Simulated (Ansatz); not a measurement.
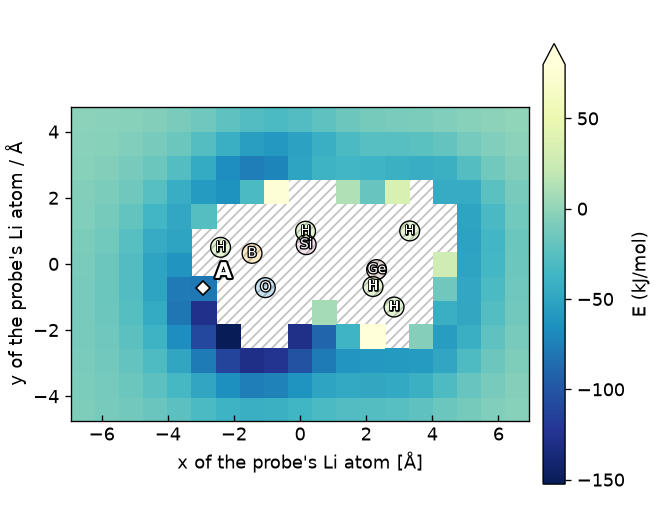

BGeH₅OSi (SMILES [GeH3][SiH]1BO1) with the probe Li+. 
- The probe is moved over the molecule's main plane.
- The first coordinate is: x of the probe's Li atom; the second: y of the probe's Li atom.
- Nothing is relaxed (molecule and probe rigid).
- The grid has 19 × 13 points. At 54 points there is no value (left out of the scan, as a rule where atoms come close).
- Points are written as (first, second).
- All energies are given in kJ/mol relative to molecule and probe far apart, each relaxed in its own basis (no counterpoise correction).
- Energies and slopes of some neighbouring points disagree (a jump in structure or state, or too coarse a mesh).
- All numbers below come from RKS PBE0-D4/def2-SVP in Ansatz.

The picture shows one coloured cell a grid point, labelled circles for the molecule's atoms, projected on the plane, one colour for all values above the top of the scale, hatched blanks where no value was computed, the point A.

Which way does the force act at A, and how strong is it?

Answer. A, at (−2.92 Å, −0.73 Å), is not a stationary point. The computed force is 2 eV/Å in the plane, pointing down and left in the picture (components −1.3 and −1.6 eV/Å).
